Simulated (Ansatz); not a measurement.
Process, species as SMILES: [SiH2] (SiH2) (closed-shell singlet) → 2 H atom + Si atom
B3LYP-D3(BJ)/def2-TZVP geometries, fixed; electronic energies without zero-point terms.

Basis-set convergence of the atomisation energy at CCSD(T) with Ansatz (a quantum-chemistry and plane-wave program). All functions are spherical. Cores are frozen. A restricted Hartree-Fock determinant is unstable towards unrestricted orbitals. Open shells are unrestricted. No added dispersion term, no relativity. Functions are those of the species that has most. Reference: Hartree-Fock in aug-cc-pV(Q+d)Z plus the correlation part extrapolated as X^-3 from aug-cc-pV(T+d)Z and aug-cc-pV(Q+d)Z, 154.08 kcal/mol, itself unsure by roughly 0.51 kcal/mol (a third of the extrapolation step and of the last Hartree-Fock step). Deviations are taken from unrounded values.

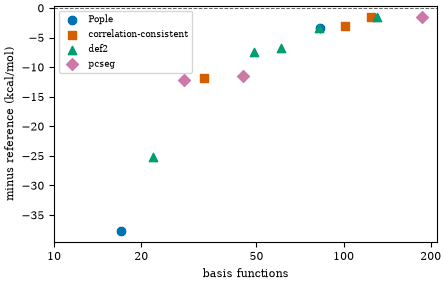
Deviation from the reference against the number of basis functions, by family of sets.

| basis | functions | atomisation energy (kcal/mol) | minus reference (kcal/mol) |
|---|---|---|---|
| 6-31G | 17 | 116.38 | -37.71 |
| def2-SV(P) | 22 | 128.95 | -25.13 |
| pcseg-1 | 28 | 141.93 | -12.15 |
| cc-pV(D+d)Z | 33 | 142.24 | -11.85 |
| aug-pcseg-1 | 45 | 142.66 | -11.43 |
| def2-TZVP | 49 | 146.67 | -7.41 |
| def2-TZVPD | 61 | 147.39 | -6.70 |
| def2-TZVPPD | 82 | 150.67 | -3.41 |
| 6-311++G(3df,3pd) | 83 | 150.64 | -3.45 |
| aug-cc-pV(T+d)Z | 101 | 150.97 | -3.11 |
| cc-pV(Q+d)Z | 124 | 152.60 | -1.48 |
| def2-QZVPP | 130 | 152.58 | -1.50 |
| aug-pcseg-3 | 187 | 152.62 | -1.46 |
